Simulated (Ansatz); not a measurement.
```xyz
11

Al   -1.2564    0.2503   -1.5734
N     0.4819   -1.4507    0.4886
Cl    0.0383   -0.0395   -3.1796
Cl   -3.0638   -0.7658   -1.4214
H     0.1903    1.7150    1.1179
F    -1.0614    1.7003   -0.6614
H     0.7988   -0.7400    1.1466
O     0.9263    1.4543    1.6915
H    -0.0353   -2.1593    0.9967
H     1.2993   -1.8883    0.0758
H     1.6820    1.9234    1.3186
```

Not at a stationary point (largest force 1.9 eV/Å).

Level of theory: RKS PBE0/6-31G* in Ansatz 0.2.0.

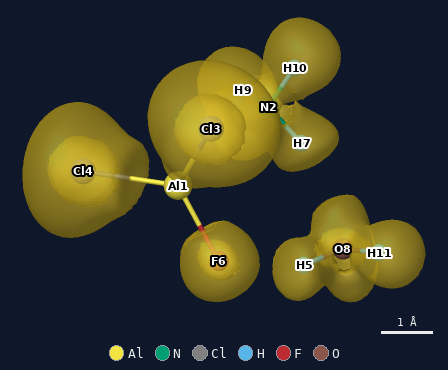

AlCl2F···NH3···H2O. Isosurface of the electron localisation function at 0.75 (yellow), seen at a tilt. Only the valence region is drawn (cores and ρ < 0.01 e/Å³ removed).

Identify the bonds, lone pairs and shells in this picture.

Answer. The surface consists of two regions on Cl in which the atom's valence shell and bonds are merged, one region wrapped around F (its valence shell), one joined region spread over several atoms (H, N), in which their bonds and any lone pairs are merged and one joined region spread over several atoms (H, O), in which their bonds and any lone pairs are merged. Along the contacts the grid gives the following. Al1···N2 (3.19 Å): the ELF peaks at about 0.95 in the valence shell of N, 0.8 Å from its nucleus, and is about 0.40 at the midpoint. Al–F (1.72 Å): the ELF peaks at about 0.85 in the valence shell of F, 0.6 Å from its nucleus, and is about 0.35 at the midpoint.
